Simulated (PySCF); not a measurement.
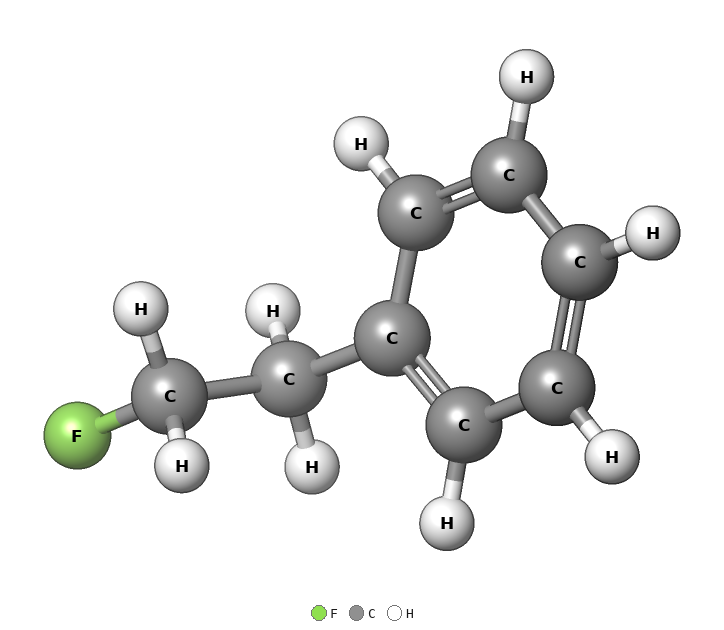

A ball-and-stick model of a molecule. Multiple sticks mark multiple bonds (one Kekulé form).

The geometry was computed by an optimisation with PBE0-D3(BJ)/def2-SVP. No frequency run is at hand to confirm it as a minimum.

**Which formula does it have?**

C8H9F, 18 atoms: 8 carbon, 9 hydrogen and 1 fluorine.

**Describe its rings.**

Independent rings (smallest set): 1 of 6 members, 1 of them aromatic.

**Name functional groups in it.**

Among them: C–F bond.

**Count the bonded pairs by element.**

9 C–H, 8 C–C, 1 C–F.

**Give a SMILES string for it.**

FCCc1ccccc1

The parts below concern this one geometry. Atoms keep their numbers from picture to picture.

**Bond orders**

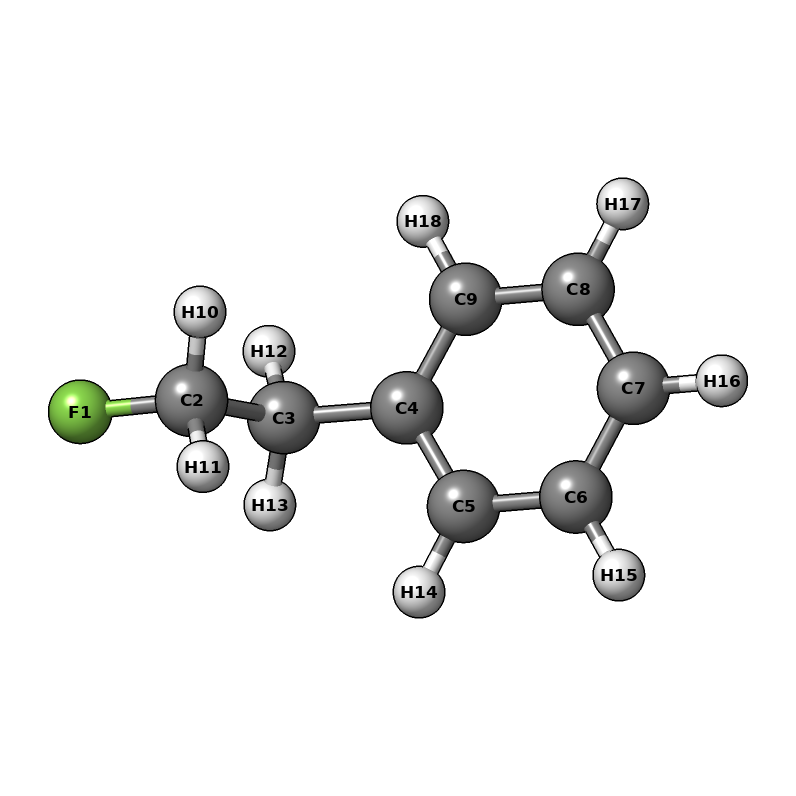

Every bond is drawn as one stick. No frequency run is at hand to confirm it as a minimum. Method: PBE0/pcSseg-1 (PySCF 2.14.0).

List the Mayer bond orders of F1–C2, C2–C3, C3–C4, C4–C5, C4–C9, C5–C6, C6–C7, C7–C8, C8–C9 (bonds between heavy atoms, one of each equivalent set). Atoms whose distances differ by more than 0.02 Å in this geometry are listed apart.

```tsv
bond	Mayer order	length (Å)
F1–C2	0.89	1.372
C2–C3	1.02	1.518
C3–C4	1.04	1.504
C4–C5	1.39	1.400
C4–C9	1.39	1.400
C5–C6	1.44	1.393
C6–C7	1.43	1.394
C7–C8	1.43	1.394
C8–C9	1.44	1.394
```

**Core levels**

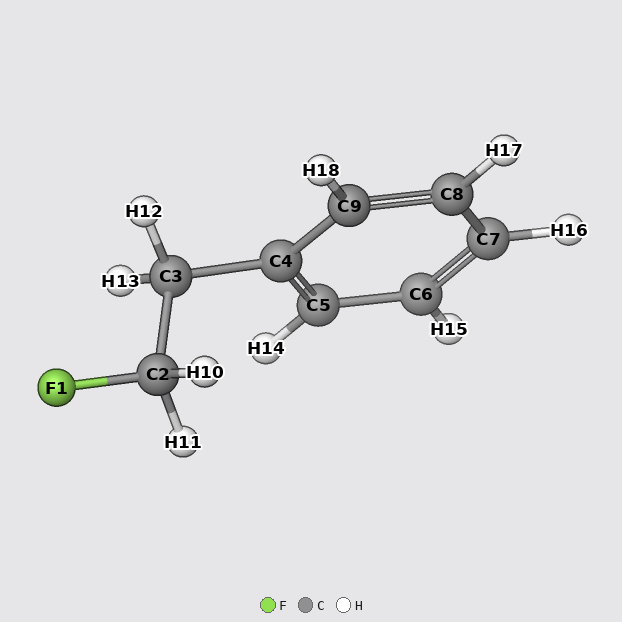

No frequency run is at hand to confirm it as a minimum. Properties computed with delta-SCF UKS SCAN, pcX-2 on the ionised atom, pcseg-1 elsewhere, spin-free X2C (PySCF 2.14.0).

Give the core-electron binding energies (to vacuum) of F1 1s, C2 1s, C3 1s, C4 1s, C5 1s, C6 1s, C7 1s.

```tsv
atom	level	binding energy (eV)
F1	1s	692.3
C2	1s	292.9
C3	1s	290.9
C4	1s	290.5
C5	1s	290.2
C6	1s	290.3
C7	1s	290.2
```

**NMR shielding**

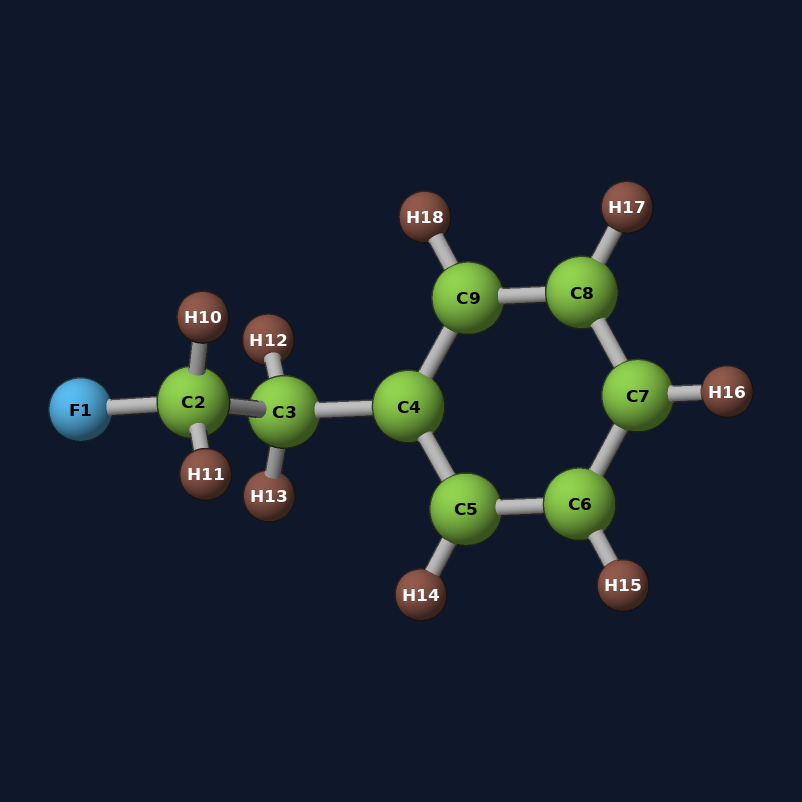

No frequency run is at hand to confirm it as a minimum. Level of theory: GIAO KT2/pcSseg-1 NMR shielding, non-relativistic, gas phase (PySCF 2.14.0). Principal shieldings σ11 ≤ σ22 ≤ σ33, span Ω = σ33 − σ11, skew κ = 3(σiso − σ22)/Ω.

Give the shielding tensors of the F atoms.

| atom | σ11 | σ22 | σ33 | σiso | Ω | κ |
| --- | --- | --- | --- | --- | --- | --- |
| F1 | 353.8 | 365.1 | 432.9 | 383.9 | 79.1 | 0.71 |

Shieldings and span in ppm.
